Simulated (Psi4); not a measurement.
# A Psi4 job on GeHBrO (SMILES [OH][Ge][Br])

Wanted: the energy of GeHBrO.

Program for the calculation: Psi4 1.11.

6 further runs of the same task are left out: 1 that didn't finish, 5 set aside as unsound or not needed.

## Step 1: The structure to begin with

GeHBrO has 4 atoms, charge 0, and is taken as a singlet. SMILES: `[OH][Ge][Br]`. The coordinates come from a PBE0-D4/def2-TZVP relaxation.

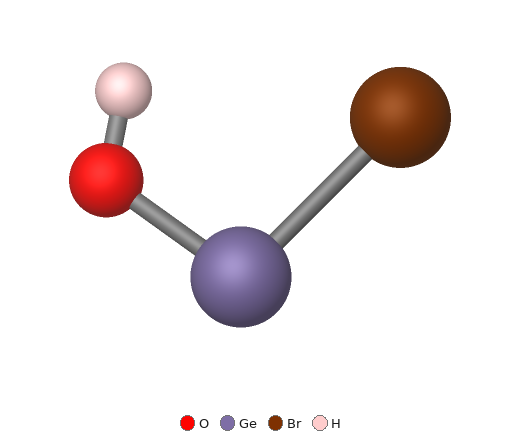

The structure, seen from a chosen angle (oxygen red, germanium purple, bromine brown, hydrogen pink).

## Step 2: The job

Contents of brgeho.py:

```python
import psi4

psi4.set_memory(1600000000)
psi4.set_num_threads(1)
psi4.core.set_output_file('brgeho.out', False)

molecule = psi4.geometry("""
0 1
O     -0.884800     0.569300    -0.516300
Ge    -0.674200    -0.628600     0.771400
Br     1.688500    -0.856600     0.675300
H     -0.074000     0.855700    -0.950600
symmetry c1
""")

psi4.set_options({
    'basis': 'def2-SVP',
    'reference': 'rks',
    'scf_type': 'df',
    'soscf': True,
})

energy_value, wavefunction = psi4.energy('tpssh', return_wfn=True)
print(f'total energy {energy_value:.8f} hartree = {energy_value * 27.211386:.5f} eV')
```

The run is started by

```sh
$ python brgeho.py
```

brgeho.out:

```text
=> Loading Basis Set <=

    Name: DEF2-SVP
    Role: ORBITAL
    Keyword: BASIS

         ---------------------------------------------------------
                                   SCF
                              RKS Reference
                        1 Threads,   1525 MiB Core
         ---------------------------------------------------------

  ==> Geometry <==

    Molecular point group: c1
    Full point group: C1

    Geometry (in Angstrom), charge = 0, multiplicity = 1:

       Center              X                  Y                   Z               Mass
    ------------   -----------------  -----------------  -----------------  -----------------
         O           -1.292172567434     1.182221675751    -1.111559036126    15.994914619570
         GE          -1.081572567434    -0.015678324249     0.176140963874    73.921177761000
         BR           1.281127432566    -0.243678324249     0.080040963874    78.918337600000
         H           -0.481372567434     1.468621675751    -1.545859036126     1.007825032230

  Running in c1 symmetry.

  Rotational constants: A =      0.40659  B =      0.06593  C =      0.05673 [cm^-1]
  Rotational constants: A =  12189.12830  B =   1976.58446  C =   1700.78570 [MHz]
  Nuclear repulsion =  390.526856382917515

  Charge       = 0
  Multiplicity = 1
  Electrons    = 76
  Nalpha       = 38
  Nbeta        = 38

  ==> Algorithm <==

  SCF Algorithm Type is DF.
  DIIS enabled.
  MOM disabled.
  Fractional occupation disabled.
  Guess Type is SAD.
  Energy threshold   = 1.00e-06
  Density threshold  = 1.00e-06
  Integral threshold = 1.00e-12

  ==> Primary Basis <==

  Basis Set: DEF2-SVP
    Blend: DEF2-SVP
    Number of shells: 33
    Number of basis functions: 83
    Number of Cartesian functions: 90
    Spherical Harmonics?: true
    Max angular momentum: 2

  ==> DFT Potential <==

   => LibXC <=

    Version 7.1.2

   => Composite Functional: TPSSH <=

    TPSSh Hyb-GGA Exchange-Correlation Functional

    Deriv               =              1
    GGA                 =           TRUE
    Meta                =           TRUE

    Exchange Hybrid     =           TRUE
    MP2 Hybrid          =          FALSE

   => Exchange Functionals <=

    0.9000   Tao, Perdew, Staroverov & Scuseria

   => Exact (HF) Exchange <=

    0.1000               HF

   => Correlation Functionals <=

    1.0000   Tao, Perdew, Staroverov & Scuseria

   => LibXC Density Thresholds  <==

    XC_HYB_MGGA_XC_TPSSH:  1.00E-15

   => Molecular Quadrature <=

    Radial Scheme          =       TREUTLER
    Pruning Scheme         =           NONE
    Nuclear Scheme         =       TREUTLER

    Blocking Scheme        =         OCTREE
    BS radius alpha        =              1
    Pruning alpha          =              1
    Radial Points          =             75
    Spherical Points       =            302
    Total Points           =          85563
    Total Blocks           =            700
    Max Points             =            255
    Max Functions          =             81
    Weights Tolerance      =       1.00E-15

   => Loading Basis Set <=

    Name: (DEF2-SVP AUX)
    Role: JKFIT
    Keyword: DF_BASIS_SCF

  ==> Integral Setup <==

  DFHelper Memory: AOs need 0.035 GiB; user supplied 0.766 GiB.
  SCF_SUBTYPE=INCORE selected. In-core MEM_DF algorithm will be used.
  Using in-core AOs.

  ==> MemDFJK: Density-Fitted J/K Matrices <==

    J tasked:                   Yes
    K tasked:                   Yes
    wK tasked:                   No
    Memory [MiB]:               784
    Algorithm:                 Core
    Schwarz Cutoff:           1E-12
    Mask sparsity (%):       4.7322
    Fitting Condition:        1E-10

   => Auxiliary Basis Set <=

  Basis Set: (DEF2-SVP AUX)
    Blend: DEF2-UNIVERSAL-JKFIT
    Number of shells: 151
    Number of basis functions: 627
    Number of Cartesian functions: 855
    Spherical Harmonics?: true
    Max angular momentum: 5

  Cached 100.0% of DFT collocation blocks in 0.351 [GiB].

  Minimum eigenvalue in the overlap matrix is 1.9311294188E-02.
  Reciprocal condition number of the overlap matrix is 4.9103261351E-03.
    Using symmetric orthogonalization.

  ==> Pre-Iterations <==

  SCF Guess: Superposition of Atomic Densities via on-the-fly atomic UHF (no occupation information).

   -------------------------
    Irrep   Nso     Nmo
   -------------------------
     A         83      83
   -------------------------
    Total      83      83
   -------------------------

  ==> Iterations <==

                           Total Energy        Delta E     RMS |[F,P]|

   @DF-RKS iter SAD: -4721.32798282629392   -4.72133e+03   0.00000e+00
   @DF-RKS iter   1: -4724.84391007721842   -3.51593e+00   3.23396e-02 ADIIS/DIIS
   @DF-RKS iter   2: -4723.10093624796991    1.74297e+00   5.36322e-02 ADIIS/DIIS
   @DF-RKS iter   3: -4726.27380302004713   -3.17287e+00   5.42109e-03 ADIIS/DIIS
```

The script printed:

```text
Traceback (most recent call last):
  File "brgeho.py", line 23, in <module>
    energy_value, wavefunction = psi4.energy('tpssh', return_wfn=True)
RuntimeError:
Fatal Error: Vx: RKS does not support rotated V builds for MGGA's
```

It took 6 s on 1 thread of AMD EPYC 7R13 (Zen 3), shared host; peak memory 0.62 GiB.

## Step 3: Diagnosis

The program stopped with an error.

The telling line is `Fatal Error: Vx: RKS does not support rotated V builds for MGGA's`. To mend it: soscf at its default in place of yes. As typed, the program can't run this.
